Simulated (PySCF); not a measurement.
## A study: C6H6, SMILES `c1ccccc1`

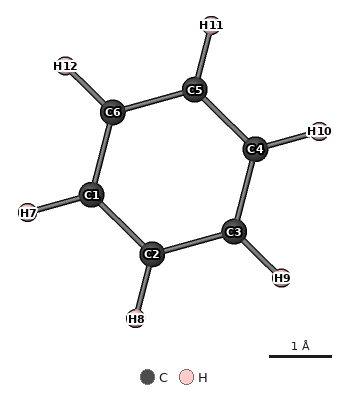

The molecule, with its atoms numbered as below. No frequency check shows the geometry to be a minimum.

Geometry (Å), atoms numbered from 1:

```
C1       1.3374    0.3584    0.0000
C2       0.3583    1.3374    0.0000
C3      -0.9791    0.9790    0.0000
C4      -1.3374   -0.3584    0.0000
C5      -0.3583   -1.3374    0.0000
C6       0.9791   -0.9790    0.0000
H7       2.3811    0.6381    0.0000
H8       0.6379    2.3811    0.0000
H9      -1.7431    1.7430    0.0000
H10     -2.3811   -0.6381    0.0000
H11     -0.6380   -2.3811    0.0000
H12      1.7432   -1.7430    0.0000
```

Part 1: In an electric field

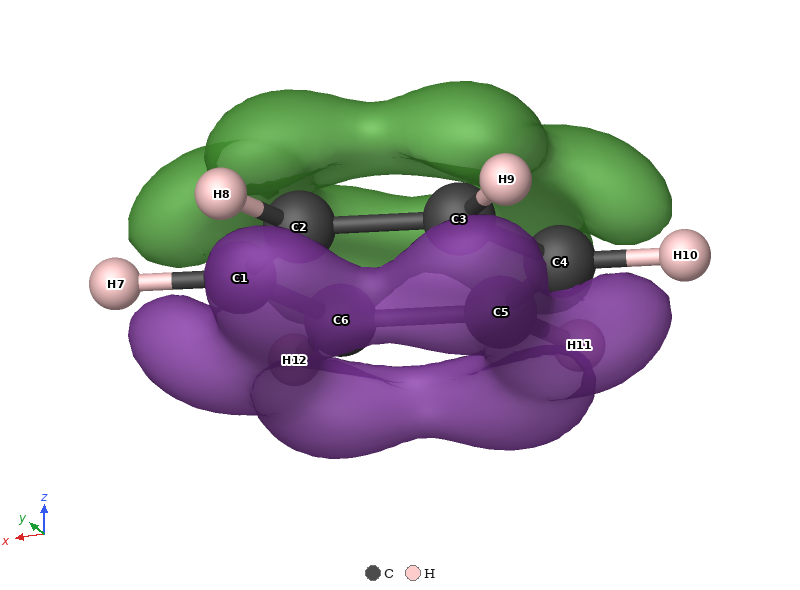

Change of the electron density in a uniform field of 0.51 V/Å, surfaces at ±0.003 e/Å³ (purple: gain, green: loss).

Method: B3LYP/6-31G*; geometry: GFN2-xTB; program: PySCF. A basis without diffuse functions makes polarisabilities too small.

The field was applied in both directions; the picture shows the one opposite to the script's first.

Q: Along which Cartesian direction does the field point?

A: Along +z: electrons gather on the −z side, against the field.

Q: How large is the response?

A: The induced dipole is 0.52 D (along the field); α along this axis, from the fields in both directions, is 21 bohr³ (3.1 Å³).

Part 2: Magnetic shielding

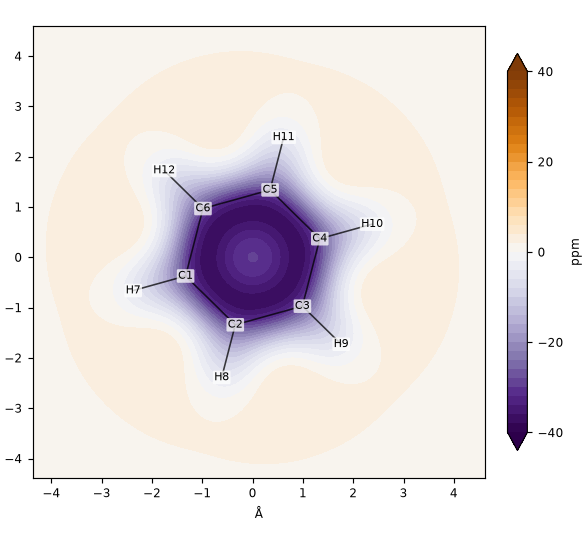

NICSzz (the component normal to the ring) 1.0 Å above the plane of the 6-membered ring C1/C2/C3/C4/C5/C6; GIAO shieldings; atoms are projected onto the map; negative values mean shielding.

Method: PBE0/def2-SVP; geometry: GFN2-xTB; program: PySCF.

Q: Classify the ring and give its NICS values.

A: It is strongly diatropic (aromatic): NICS(0) = −8.8, NICS(1) = −11.3, NICS(1)zz = −29.9 ppm.

Part 3: The π system

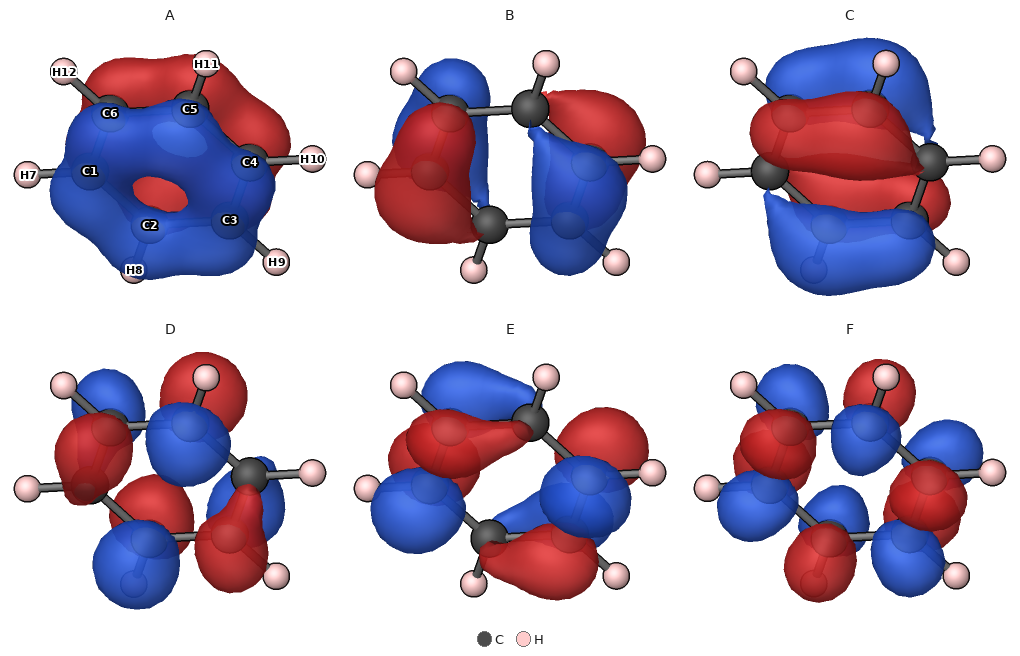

Natural orbitals of the π active space, CASSCF(6,6), singlet state, in order of falling occupation.

Method: 6-31G* basis; geometry: GFN2-xTB; program: PySCF.

Q: What are the natural occupation numbers?

A: A 1.96, B 1.90, C 1.90, D 0.10, E 0.10, F 0.04.

Q: How multiconfigurational is the state?

A: The leading determinant weighs 0.89; the effective number of unpaired electrons, Σ n²(2−n)², is 0.15; the most occupied of the weakly occupied orbitals holds 0.10 e, as in an ordinary closed-shell π system. The active space lowers the energy by 1.97 eV against Hartree–Fock.

Q: Where does the lowest triplet lie relative to the singlet, at this geometry and within this active space?

A: 4.49 eV above it by strongly contracted NEVPT2 (+3.99 eV by CASSCF); a small basis tends to put such gaps a few tenths of an eV too high. This is a vertical energy for π states alone; a state that uses lone pairs or σ orbitals may lie lower.

The PySCF runs shown took 23 s, 22 s and 25 s on 1 thread of Arm Neoverse V2, with other jobs on the host.
